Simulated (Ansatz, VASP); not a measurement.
## GaP in two plane-wave programs

One calculation is typed for both programs; each brings its own data sets. How far apart do they land? The cell is taken from a series of VASP runs on this material, whose earlier steps may have relaxed, scaled or displaced it; both programs get it as it stands. Other levels of theory on this material are compared in a session of their own. Valence electrons are named where the data sets of a main pair hold unlike numbers.

Method: plane waves, with VASP 6.6.1 beside it; band structure at PBE, band structure at LDA and band structure at LDA, spin-orbit coupling, in Ansatz 0.2.0.

### 1. The structure

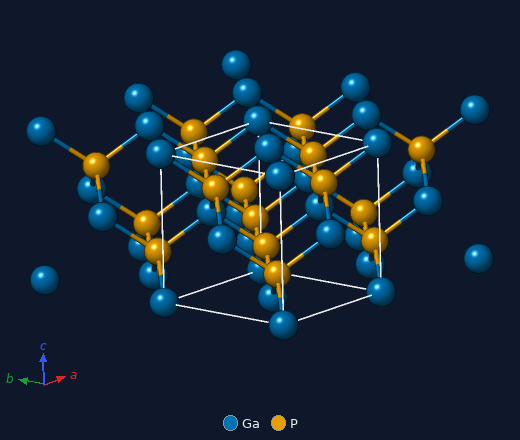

The cell as given, from a free direction (gallium blue, phosphorus orange). 2×2×1 cells are drawn. This picture shows the conventional cell, with its axes. Bonds to atoms that aren't drawn are left out. Some periodic images of atoms are drawn too.

Structure file:

```cif
data_structure
_symmetry_space_group_name_H-M 'P 1'
_symmetry_Int_Tables_number 1
_cell_length_a 3.8541
_cell_length_b 3.8541
_cell_length_c 3.8541
_cell_angle_alpha 60.000
_cell_angle_beta 60.000
_cell_angle_gamma 60.000
_cell_volume 40.48
loop_
_atom_site_label
_atom_site_type_symbol
_atom_site_fract_x
_atom_site_fract_y
_atom_site_fract_z
_atom_site_occupancy
Ga1 Ga 0.00000 0.00000 0.00000 1
P2 P 0.75000 0.75000 0.75000 1
```

### 2. VASP: band structure, PBE

The same path points are solved in both programs, so levels can be compared one by one.

Lines of VASP's logs that name or quote its potential files are left out, and so is its time.

File INCAR:

```
SYSTEM = GaP
PREC = Accurate
ENCUT = 350
EDIFF = 1E-06
NELM = 100
ISMEAR = 0
SIGMA = 0.03
LREAL = .FALSE.
ALGO = Normal
GGA = PE
NBANDS = 21
LORBIT = 11
LWAVE = .FALSE.
LCHARG = .FALSE.
KPAR = 4
```

File POSCAR:

```
GaP
1.0
    0.0000000000      2.7252500000      2.7252500000
    2.7252500000      0.0000000000      2.7252500000
    2.7252500000      2.7252500000      0.0000000000
Ga P
1 1
Direct
    0.0000000000      0.0000000000      0.0000000000
    0.7500000000      0.7500000000      0.7500000000
```

File KPOINTS:

```
Automatic mesh
0
Gamma
8 8 8
0 0 0
```

File KPOINTS_OPT:

```
Line mode
10
Line-mode
Reciprocal
  0.00000000   0.00000000   0.00000000 GAMMA
  0.50000000   0.00000000   0.50000000 X

  0.50000000   0.00000000   0.50000000 X
  0.50000000   0.25000000   0.75000000 W

  0.50000000   0.25000000   0.75000000 W
  0.37500000   0.37500000   0.75000000 K

  0.37500000   0.37500000   0.75000000 K
  0.00000000   0.00000000   0.00000000 GAMMA

  0.00000000   0.00000000   0.00000000 GAMMA
  0.50000000   0.50000000   0.50000000 L

  0.50000000   0.50000000   0.50000000 L
  0.62500000   0.25000000   0.62500000 U

  0.62500000   0.25000000   0.62500000 U
  0.50000000   0.25000000   0.75000000 W

  0.50000000   0.25000000   0.75000000 W
  0.50000000   0.50000000   0.50000000 L

  0.50000000   0.50000000   0.50000000 L
  0.37500000   0.37500000   0.75000000 K

  0.62500000   0.25000000   0.62500000 U
  0.50000000   0.00000000   0.50000000 X
```

Potentials, in the order of the species: Ga_d and P (PBE family, release 64).

On the command line:

```bash
> mpirun -np 4 vasp_std
```

Numbers of over 12 decimals in the logs are rounded to 6 here.

Output:

```text
[banner, memory and clock lines left out]
running    4 mpi-ranks, on    1 nodes
 distrk:  each k-point on    1 cores,    4 groups
 distr:  one band on    1 cores,    1 groups

 POSCAR found type information on POSCAR GaP
 POSCAR found :  2 types and       2 ions
 LDA part: xc-table for (Slater+PW92), standard interpolation
 POSCAR, INCAR and KPOINTS ok, starting setup
 FFT: planning ... GRIDC
 FFT: planning ... GRID_SOFT
 FFT: planning ... GRID
 WAVECAR not read
 entering main loop
       N       E                     dE             d eps       ncg     rms          rms(c)
DAV:   1     0.899220990589E+02    0.89922E+02   -0.67816E+03  1379   0.986E+02
DAV:   2    -0.581039419739E+00   -0.90503E+02   -0.84182E+02  1333   0.270E+02
DAV:   3    -0.923616140524E+01   -0.86551E+01   -0.85807E+01  1461   0.587E+01
DAV:   4    -0.938210565255E+01   -0.14594E+00   -0.14587E+00  1457   0.804E+00
DAV:   5    -0.938392328353E+01   -0.18176E-02   -0.18176E-02  1468   0.888E-01    0.425E+00
DAV:   6    -0.913877767500E+01    0.24515E+00   -0.24986E-01  1831   0.781E+00    0.282E+00
DAV:   7    -0.911211476058E+01    0.26663E-01   -0.74018E-02  1445   0.153E+00    0.111E+00
DAV:   8    -0.911247882131E+01   -0.36406E-03   -0.11431E-02  1376   0.100E+00    0.217E-01
DAV:   9    -0.911290033971E+01   -0.42152E-03   -0.11653E-03  1421   0.367E-01    0.793E-02
DAV:  10    -0.911296973221E+01   -0.69392E-04   -0.85886E-05  1557   0.819E-02    0.394E-02
DAV:  11    -0.911303600043E+01   -0.66268E-04   -0.75204E-05  1303   0.561E-02    0.511E-03
DAV:  12    -0.911303598943E+01    0.10992E-07   -0.16923E-06  1462   0.115E-02
   1 F= -.91130360E+01 E0= -.91130360E+01  d E =-.109473E-13
 Start KPOINTS_OPT (optional k-point list driver)
k-point batch [1-29\100]
       N       E                     dE             ncg
DAV:   1    -0.112160687992E+03   -0.13200E+05     1393
DAV:   2    -0.273597046120E+04   -0.26238E+04     1303
DAV:   3    -0.298467206202E+04   -0.24870E+03     1516
DAV:   4    -0.298873901859E+04   -0.40670E+01     1498
DAV:   5    -0.298878573988E+04   -0.46721E-01     1444
DAV:   6    -0.298878737822E+04   -0.16383E-02     1767
DAV:   7    -0.298878739099E+04   -0.12773E-04     1390
DAV:   8    -0.298878739145E+04   -0.46247E-06     1229
[...]
k-point batch [88-100\100]
       N       E                     dE             ncg
DAV:   1     0.806474061765E+04   -0.74551E+04      584
DAV:   2     0.679941969879E+04   -0.12653E+04      567
DAV:   3     0.667885070189E+04   -0.12057E+03      728
DAV:   4     0.667673674928E+04   -0.21140E+01      655
DAV:   5     0.667671525299E+04   -0.21496E-01      637
DAV:   6     0.667671448676E+04   -0.76622E-03      796
DAV:   7     0.667671448205E+04   -0.47083E-05      623
DAV:   8     0.667671448182E+04   -0.23796E-06      545
```

From OUTCAR (step 2):

```text
ion  position               nearest neighbor table
   1  0.000  0.000  0.000-   2 2.36   2 2.36   2 2.36   2 2.36
   2  0.750  0.750  0.750-   1 2.36   1 2.36   1 2.36   1 2.36

  LATTYP: Found a face centered cubic cell.
 ALAT       =     5.4505000000

 Subroutine GETGRP returns: Found 24 space group operations
 (whereof 24 operations were pure point group operations)

The static configuration has the point symmetry T_d .

 Found     29 irreducible k-points:

   k-points           NKPTS =     29   k-points in BZ     NKDIM =     29   number of bands    NBANDS=     21

   dimension x,y,z NGX =    24 NGY =   24 NGZ =   24
   dimension x,y,z NGXF=    48 NGYF=   48 NGZF=   48

   ENCUT  =  350.0 eV  25.72 Ry    5.07 a.u.   5.88  5.88  5.88*2*pi/ulx,y,z

   NELECT =      18.0000    total number of electrons

 k-points in reciprocal lattice and weights: Automatic mesh
   0.00000000  0.00000000  0.00000000       0.002
   0.12500000  0.00000000  0.00000000       0.016
   0.25000000  0.00000000  0.00000000       0.016
   0.37500000  0.00000000  0.00000000       0.016
   0.50000000  0.00000000  0.00000000       0.008
   0.12500000  0.12500000  0.00000000       0.012
   0.25000000  0.12500000  0.00000000       0.047
   0.37500000  0.12500000  0.00000000       0.047
   0.50000000  0.12500000  0.00000000       0.047
[...]
-0.37500000  0.50000000  0.12500000       0.023
  -0.25000000  0.50000000  0.25000000       0.012

 average (electrostatic) potential at core
       1 -65.3752       2 -83.4053

 E-fermi :   4.7964

 k-point     1 :       0.0000    0.0000    0.0000
  band No.  band energies     occupation
    ...
      5      -9.7908      2.00000
      6      -7.8413      2.00000
      7       4.6527      2.00000
      8       4.6527      2.00000
      9       4.6527      2.00000
     10       6.4761      0.00000
     11       8.5389      0.00000
     12       8.5389      0.00000
     13       8.5389      0.00000
     14      13.4570      0.00000
    ...

 k-point     2 :       0.1250    0.0000    0.0000
  band No.  band energies     occupation
    ...
      5      -9.7907      2.00000
      6      -7.6388      2.00000
      7       3.0237      2.00000
      8       4.4230      2.00000
      9       4.4230      2.00000
     10       7.1005      0.00000
     11       8.8891      0.00000
     12       8.8891      0.00000
     13       9.1225      0.00000
     14      13.8191      0.00000
    ...

 k-point     3 :       0.2500    0.0000    0.0000
  band No.  band energies     occupation
    ...
      5      -9.7894      2.00000
      6      -7.0650      2.00000
      7       0.7764      2.00000
      8       3.9902      2.00000
      9       3.9902      2.00000
     10       6.8063      0.00000
     11       9.3961      0.00000
     12       9.3961      0.00000
     13      11.0035      0.00000
     14      13.6360      0.00000
    ...

  Total        0.5784760      0.5784760      0.5784760      0.0000000      0.0000000     -0.0000000
  in kB       22.8953277     22.8953277     22.8953277      0.0000000      0.0000000     -0.0000000
  external PRESSURE =      22.8953277 kB  Pullay stress =       0.0000000 kB

  energy-cutoff  :      350.00
  volume of cell :       40.48
      direct lattice vectors                 reciprocal lattice vectors
     0.000000000  2.725250000  2.725250000    -0.183469406  0.183469406  0.183469406
     2.725250000  0.000000000  2.725250000     0.183469406 -0.183469406  0.183469406
     2.725250000  2.725250000  0.000000000     0.183469406  0.183469406 -0.183469406

 POSITION                                       TOTAL-FORCE (eV/Angst)
 -----------------------------------------------------------------------------------
      0.00000      0.00000      0.00000        -0.000000     -0.000000     -0.000000
      4.08788      4.08788      4.08788         0.000000      0.000000      0.000000
 -----------------------------------------------------------------------------------
    total drift:                               -0.000004     -0.000004     -0.000004

  FREE ENERGIE OF THE ION-ELECTRON SYSTEM (eV)
  ---------------------------------------------------
  free  energy   TOTEN  =        -9.1130359894 eV

  energy  without entropy=       -9.1130359894  energy(sigma->0) =       -9.11303599

 total charge
# of ion       s       p       d       tot
------------------------------------------
    1        0.862   0.849  10.011  11.722
    2        1.021   1.525   0.000   2.546
--------------------------------------------------
tot          1.883   2.374  10.011  14.268

[... 3 further parts left out ...]
```

The run ends at a pressure of 2.29 GPa.

### 3. Ansatz: band structure, PBE

Ansatz runs on its default PAW (the set named soft_2) files.

The same cell, functional, mesh and smearing now go to Ansatz, which takes its cutoff from its data sets.

File input.yaml:

```yaml
crystal:
  lattice:
    - [0.0, 2.72525, 2.72525]
    - [2.72525, 0.0, 2.72525]
    - [2.72525, 2.72525, 0.0]
  atoms:
    - { symbol: Ga, position: [0.0, 0.0, 0.0] }
    - { symbol: P, position: [0.75, 0.75, 0.75] }
hamiltonian:
  xc: pbe
  pseudopotentials: { kind: paw }
kpoints:
  mp_grid: { grid: [8, 8, 8] }
  band_path:
    path:
      - [0.0, 0.0, 0.0]
      - [0.16667, 0.0, 0.16667]
      - [0.33333, 0.0, 0.33333]
      - [0.44444, 0.0, 0.44444]
      - [0.5, 0.0, 0.5]
      - [0.5, 0.08333, 0.58333]
      - [0.5, 0.19444, 0.69444]
      - [0.5, 0.25, 0.75]
      - [0.45833, 0.29167, 0.75]
      - [0.40278, 0.34722, 0.75]
      - [0.375, 0.375, 0.75]
      - [0.20833, 0.20833, 0.41667]
      - [0.08333, 0.08333, 0.16667]
      - [0.0, 0.0, 0.0]
      - [0.22222, 0.22222, 0.22222]
      - [0.38889, 0.38889, 0.38889]
      - [0.51389, 0.47222, 0.51389]
      - [0.55556, 0.38889, 0.55556]
      - [0.61111, 0.27778, 0.61111]
      - [0.61111, 0.25, 0.63889]
      - [0.56944, 0.25, 0.68056]
      - [0.51389, 0.25, 0.73611]
      - [0.5, 0.27778, 0.72222]
      - [0.5, 0.38889, 0.61111]
      - [0.5, 0.47222, 0.52778]
      - [0.48611, 0.48611, 0.52778]
      - [0.43056, 0.43056, 0.63889]
      - [0.38889, 0.38889, 0.72222]
      - [0.59722, 0.19444, 0.59722]
      - [0.55556, 0.11111, 0.55556]
      - [0.5, 0.0, 0.5]
    npoints: 1
scf:
  occupations: { method: gaussian, width: 0.03 }
  n_extra_bands: 7
output:
  forces: true
  stress: true
  eigenvalues: true
  write_density: true
  write_potential: true
  elf: true
  volumetric_format: npy
```

On the command line:

```bash
> ansatz run input.yaml --threads 2 --pin off --max-ram 4608MiB --backend cpu --events-out ev --progress --plain --runs-dir out
```

Output:

```text
scf.n_extra_bands = 7 over 9 filled bands (N_el = 18.0): the run solves 16 bands
Engine: ansatz 0.2.0, aarch64-unknown-linux-gnu
Pseudopotentials: kind: paw
Pseudopotential: Ga, paw, valence charge 13, recommended cutoff 420 eV (normal), Ga.paw.azcp
Pseudopotential: P, paw, valence charge 5, recommended cutoff 420 eV (normal), P.paw.azcp
Functional definition: PBE
  parameter kappa = 0.804
  parameter beta = 0.066725
  exchange = pbe_x(kappa = kappa, mu = beta*pi^2/3)
  correlation = pbe_c(beta = beta)
Crystal: 2 atoms, lattice volume = 40.481 Å³
Basis set: ecut = 420 eV, 749 PW (Γ), exchange–correlation on 54×54×54 points (8 copies of the dense FFT grid, shifted against one another)
Bands: 16, of which v1, the nominal top of the filled ones, is band 9 counted from 1 (8 counted from 0)
Symmetry: 24 space group operations
Space group: F-43m (ITA 216), of the structure as read, at distance tolerance 3.4e-5 Å
k-points: 29 of 512 (time reversal used)
Non-local potential: Ga, projectors of the file, l = 0: 2, l = 1: 2, l = 2: 3, l = 3: 1
Non-local potential: P, projectors of the file, l = 0: 2, l = 1: 2, l = 2: 2
PAW form: soft (Blöchl's): semilocal exchange-correlation on the pseudo side does not see the compensation charge
PAW one-centre angular grid: Ga, 590 points (default); XC on 64 Gauss nodes
PAW one-centre angular grid: P, 110 points (default); XC on 64 Gauss nodes
Initial density: superposition of atomic densities (neutral atoms: chi_scale 0, normalization atom), corrected by the library's trained network
Initial wavefunctions: pseudopotential atomic-orbital guess
Functional: x = pbe(κ = 0.804, μ = 0.219515), c = pbe(β = 0.066725)
SCF iter   1: F=—  HF=-4539.548759 eV  |F-HF|=—  |Δ(HF+E_count)|=         —  Δρ=1.94e-3  dr2=1.63e-3  ethr=1.77e-3  ⟨swp⟩=6.5  Hψ=3018  notcnv=0
preconditioner: auto → none  [insulator: Δε(μ)=1.630 eV  Ē_g=18.023 eV  σ=0.030 eV  W_gap=1.00  n_scr=14 (ndim 8)  ℏωp=24.8 eV  f_vac=0.011  D(μ)=0.00/eV (n_scr^D=0)  ε∞_Penn≈2.9]
SCF iter   2: F=—  HF=-4539.548337 eV  |F-HF|=—  |Δ(HF+E_count)|=   4.22e-4  Δρ=1.85e-3  dr2=8.82e-4  ethr=9.07e-6  ⟨swp⟩=2.2  Hψ=1095  notcnv=0  defer=68
SCF iter   3: F=—  HF=-4539.547867 eV  |F-HF|=—  |Δ(HF+E_count)|=   4.70e-4  Δρ=7.54e-4  dr2=1.45e-4  ethr=4.90e-6  ⟨swp⟩=2.1  Hψ=701  notcnv=0  defer=68
SCF iter   4: F=—  HF=-4539.547905 eV  |F-HF|=—  |Δ(HF+E_count)|=   3.78e-5  Δρ=3.27e-4  dr2=2.20e-5  ethr=8.06e-7  ⟨swp⟩=2.0  Hψ=664  notcnv=0  defer=68
SCF iter   5: F=—  HF=-4539.547892 eV  |F-HF|=—  |Δ(HF+E_count)|=   1.35e-5  Δρ=9.04e-5  dr2=2.75e-6  ethr=1.22e-7  ⟨swp⟩=2.0  Hψ=600  notcnv=0  defer=68
SCF iter   6: F=—  HF=-4539.547891 eV  |F-HF|=—  |Δ(HF+E_count)|=   2.28e-7  Δρ=5.90e-5  dr2=7.01e-7  ethr=1.53e-8  ⟨swp⟩=2.8  Hψ=613  notcnv=0  defer=68
SCF iter   7: F=-4539.547891 eV  HF=-4539.547891 eV  |F-HF|=4.16e-8  |Δ(HF+E_count)|=   2.47e-7  Δρ=1.37e-5  dr2=3.54e-8  ethr=5.56e-10  ⟨swp⟩=13.2  Hψ=3899  notcnv=0
SCF 1 converged in 7 iterations: F = -4539.547891 eV  dr2 = 3.54e-8
  greatest PAW one-centre occupation: 0.994 electrons in one spin orbital (limit 2), on the Ga atom at site 0 (counted from 0), in its partial waves of l = 2
NSCF: frozen V_eff on 31 k-points
SCF converged after 7 iterations
Free energy (F): -4539.547891 eV
Harris-Foulkes:  -4539.547891 eV  (|F-HF|=4.16e-8)
Internal energy: -4539.547891 eV  (E = F + TS)
E sigma→0 (E₀):  -4539.547891 eV
Fermi energy:    7.906766 eV
--- Per-component energies (eV) ---
  E_band       = -58.221883
  E_kinetic    = 186.314905
  E_local      = -2200.455615  (includes V_loc(G=0)·N_el)
  E_nonlocal   = 458.831485
  E_hartree    = 1017.549886
  E_xc         = -130.787367
  E_vxc        = -119.039578  (∫ρ·V_xc dr)
  E_paw        = -2558.356137  (= ΣΔE_a)
  E_vpaw       = -418.961724  (= ΣTr[D̂ρ^β])
  E_aug_tail   = -0.000104  (compensation charges beyond the density's cutoff)
  E_ewald      = -1312.644944
  E_smearing   = -0.000000  (= −TS)
  E_closure    = 0.000000  (closes the sum)
  Σ components = -4539.547891   (vs F -4539.547891, Δ=0.00e0)
--- Forces (eV/Å), atoms counted from 1 ---
  atom   1  Ga    -0.00000000    -0.00000000    -0.00000000
  atom   2  P      0.00000000    -0.00000000    -0.00000000
  max |Σ_I F_I| component: 1.30e-16 eV/Å
--- Stress (GPa, compression-positive) ---
        2.505605      -0.000000      -0.000000
       -0.000000       2.505605       0.000000
       -0.000000       0.000000       2.505605
  P = ⅓ Tr σ = 2.5056 GPa (25.056 kbar)
--- Band table (eV; the first three rows and the last of 29) ---
  k-point 0: bands = [... 5 lower, -5.4064, 7.0859, 7.0859, 7.0859, 8.9142, 10.9710, 10.9710, 10.9710, ... 3 higher]
  k-point 1: bands = [... 5 lower, -5.2039, 5.4582, 6.8561, 6.8561, 9.5376, 11.3200, 11.3200, 11.5528, ... 3 higher]
  k-point 2: bands = [... 5 lower, -4.6303, 3.2111, 6.4233, 6.4233, 9.2434, 11.8254, 11.8254, 13.4326, ... 3 higher]
  k-point 28: bands = [... 5 lower, -2.3486, 0.5382, 3.5112, 3.6660, 11.7868, 11.9484, 13.1883, 13.2301, ... 3 higher]
```

It took 3.5 s on 2 threads of Arm Neoverse N1, shared host; peak memory 0.3 GiB.

Reading the cycles: dr2 is the Hartree energy of the density residual (eV), the measure of convergence; HF is the Harris–Foulkes estimate of the energy, which meets the free energy F at convergence.

### 4. Comparison

Known differences besides the potentials themselves: the cutoff is 420 eV in Ansatz and 350 eV in VASP; VASP leaves aspherical gradient terms in its spheres out (LASPH is not set), Ansatz keeps them. Total energies have different zeros and are not compared.

Both answers:

```tsv
quantity	Ansatz	VASP	difference
pressure (GPa)	2.51	2.29	+0.22
gap over the path points (eV)	1.598	1.595	+0.003
```

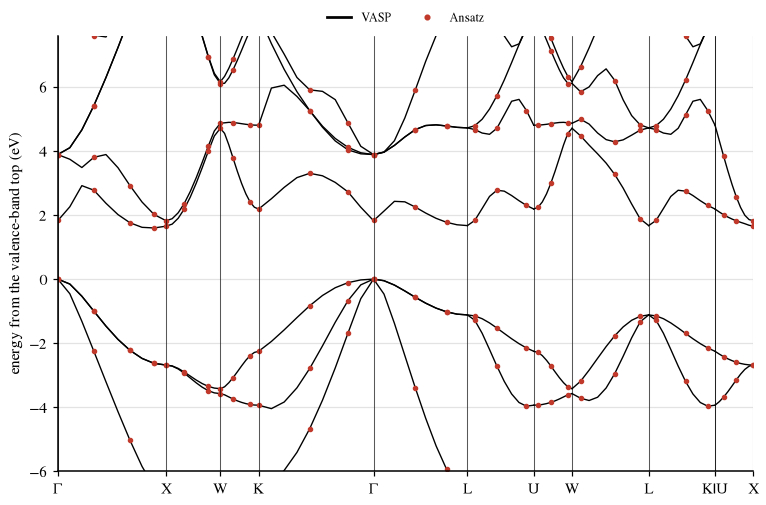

Bands from VASP (lines) and levels from Ansatz (dots). Dots without a line are higher empty bands that the VASP plot leaves out.

Levels at points of the path, from each program's valence-band top (eV; 3 filled, then empty):

```tsv
k (reciprocal lattice)	Ansatz	VASP
0.000 0.000 0.000	0.00 0.00 0.00 1.83 3.88 3.88	0.00 0.00 0.00 1.82 3.89 3.89
0.167 0.000 0.167	-2.25 -1.00 -1.00 2.78 3.80 5.41	-2.26 -1.00 -1.00 2.77 3.80 5.42
0.333 0.000 0.333	-5.03 -2.22 -2.22 1.76 2.92 8.19	-5.03 -2.22 -2.22 1.76 2.91 8.21
0.444 0.000 0.444	-6.49 -2.63 -2.63 1.60 2.02 10.09	-6.49 -2.63 -2.63 1.59 2.02 10.11
0.500 0.000 0.500	-6.75 -2.68 -2.68 1.66 1.82 10.58	-6.76 -2.68 -2.68 1.65 1.82 10.59
0.500 0.083 0.583	-6.71 -2.94 -2.90 2.19 2.36 9.39	-6.71 -2.94 -2.90 2.18 2.36 9.42
0.500 0.194 0.694	-6.58 -3.48 -3.35 3.99 4.15 6.93	-6.58 -3.48 -3.35 3.99 4.15 6.93
0.500 0.250 0.750	-6.55 -3.58 -3.42 4.70 4.86 6.10	-6.55 -3.58 -3.42 4.71 4.86 6.11
0.458 0.292 0.750	-6.54 -3.74 -3.07 3.77 4.88 6.53	-6.54 -3.74 -3.07 3.77 4.89 6.54
0.403 0.347 0.750	-6.54 -3.91 -2.39 2.41 4.81 7.76	-6.55 -3.91 -2.39 2.41 4.82 7.77
```

Among the levels compared at these points, filled levels agree within 2 meV and empty ones within 22 meV.

(Continued in part 2 of 2.)

[Lines on the potential files, build, host, timing and source positions are cut from VASP's logs without a mark.]

[Logs are printed without paths, hosts, clocks, repeated set-up lines and the standing remarks that a program may print on its own settings, such as how far it seeks lower states.]

[Hosts, paths, dates, database ids (printed as entryN), source tags and the programs' standing remarks are cut or masked in the printed files.]
